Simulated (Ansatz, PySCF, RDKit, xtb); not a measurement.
# CH5BN: from the formula to a structure

Task: start from the formula CH5BN (odd number of electrons), draw up candidate structures, narrow them down in stages, and characterise the one that lies lowest at 298.15 K.

Plan: many cheap relaxations first (GFN2-xTB), then density-functional screening, relaxation at PBE0-D3(BJ)/pcseg-1, vibrations and a final energy. The numbers are computed, not measured.

6 further runs of the same task are left out: 6 set aside as unsound or not needed.

**1. Possible bonding patterns**

All bonding patterns within simple valence rules are listed by program: one Lewis structure each, at most two rings and one unusual centre or charged pair. O–O, O–halogen and N–halogen bonds and N–N–N chains are not drawn. That gives 16 candidates.

c049 [BH3-][NH+]=[CH]; c095 B[N]C; c486 [CH2+][BH2-][NH]; c539 B[CH]N; c614 [CH2]BN; c672 [CH]=[BH-][NH3+]; c682 CB[NH]; c733 [BH]NC; c773 BC[NH]; c785 [BH3-][CH+][NH]; c790 BN[CH2]; c799 [BH]CN; c851 [BH2-]1[CH][NH2+]1; c859 [BH][CH-][NH3+]; c877 [BH][NH2+][CH2-]; c948 C[B]N.

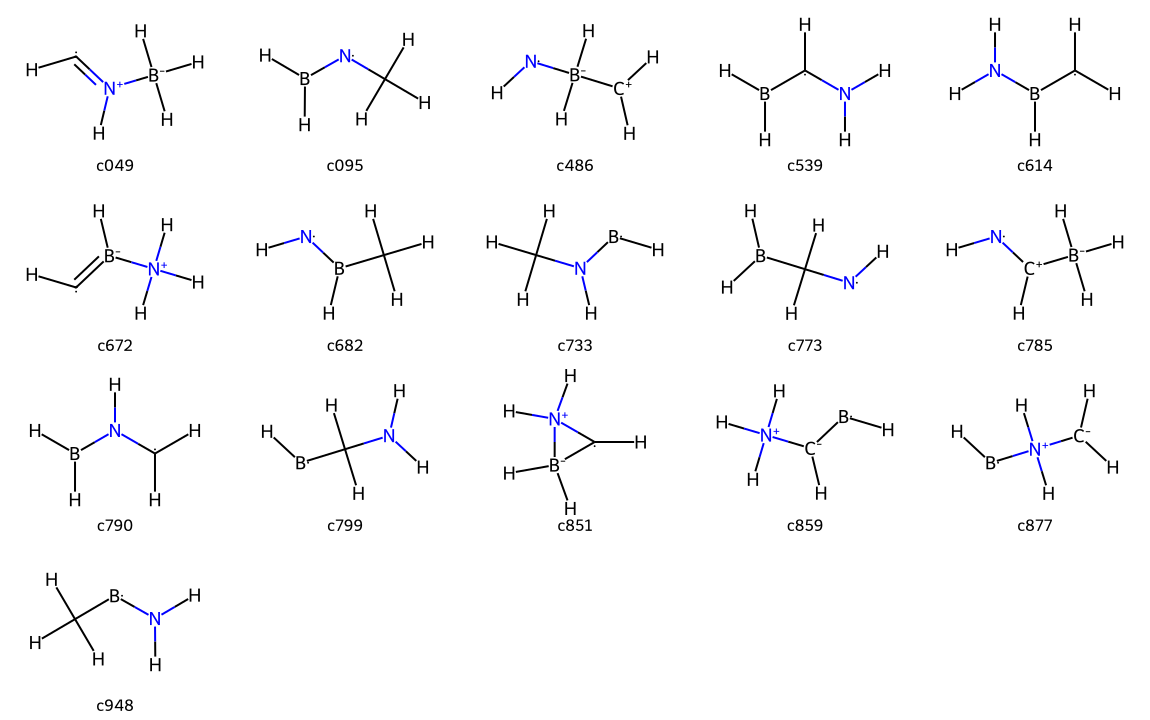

Structural formulas of the candidates.

Candidates are built by distance geometry, with a force field where one applies, in up to four conformers (letters a to d). 2 starts with atoms placed at random are added, to find patterns that the rules miss.

**Question.** With final energies at CCSD(T)/def2-SVP + MP2/def2-TZVPP - MP2/def2-SVP, which structure will this search put lowest in free energy, and by what margin?

| quantity | value |
| --- | --- |
| lowest structure found | [CH2]BN, doublet, Cs |
| next finalist | C[B]N, doublet, 8.2 kcal/mol higher in G |
| share at equilibrium, among the finalists | 100.0 % |
| harmonic wavenumbers, lowest and highest (PBE0-D3(BJ)/pcseg-1) | 280 and 3716 cm⁻¹ |
| rotational constants, same geometry | 1.631, 0.3031, 0.2556 cm⁻¹ |
| dipole moment (PBE0/def2-TZVPD) | 1.60 D |
| HOMO energy (highest over α and β) (PBE0/def2-TZVPD) | -6.68 eV |
| LUMO energy (lowest over α and β) (PBE0/def2-TZVPD) | -2.41 eV |
| lowest excitation (TD-B3LYP/def2-SVPD) | 4.19 eV (f = 0.000) |
| strongest of the states computed, same level | 4.31 eV (f = 0.054) |
| vertical ionisation energy (to the singlet cation) | 9.11 eV |
| vertical electron affinity | 0.54 eV |
| vertical quartet less doublet | +6.93 eV |

The lowest structure found is `[CH2]BN`. Among the finalists first place is clear (8.2 kcal/mol); structures outside the list aren't covered. HF/STO-3G, r2SCAN-D4/def2-SVP, PBE0-D3(BJ)/pcseg-1, HF/def2-SVP and MP2/def2-SVP already put its bonding pattern lowest among the structures in one piece; GFN2-xTB favours the doublet BN[CH2]. The stability test raises a flag; for an open shell a flag towards a general spinor solution can be the free rotation of the spin. The search is not exhaustive (a finite list of starts, one conformer a finalist), so a lower isomer can't be ruled out. Patterns outside the rules of the enumeration were met only by chance.
